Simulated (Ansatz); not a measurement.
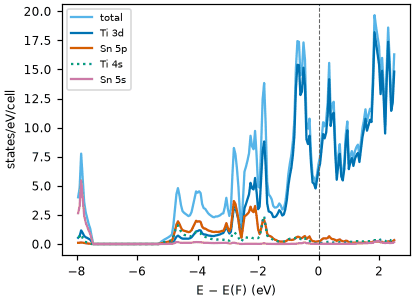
Figure: Total and projected density of states of Ti3Sn in space group Cmcm (No. 63; Ti on 4c, Ti on 8g, Sn on 4c), DFT-PBEsol in the program Ansatz with PAW potentials

Which orbitals carry the states next to the Fermi level?

Within 0.5 eV of the Fermi level: Ti 3d 90 %. Projections are on Löwdin-orthogonalised atomic valence shells; empty p or d shells of many metals are not among them.

Where is the tallest occupied peak in this window, and what makes it?

Near -0.7 eV, about 17 states/eV per cell; the largest projected share is Ti 3d.

The workflow started from a Materials Project entry (that database holds measured and hypothetical structures alike); the Crystallography Open Database copy checked does not list it. Whether it is the stable phase at ambient conditions was not checked. The cell was relaxed with PBEsol under the symmetry of its start; whether a distortion lowers the energy is not shown. The run is not spin-polarised. Scalar-relativistic: spin–orbit coupling is off unless named, which matters more the heavier the elements.

Potentials: the later of the program's two PAW sets.
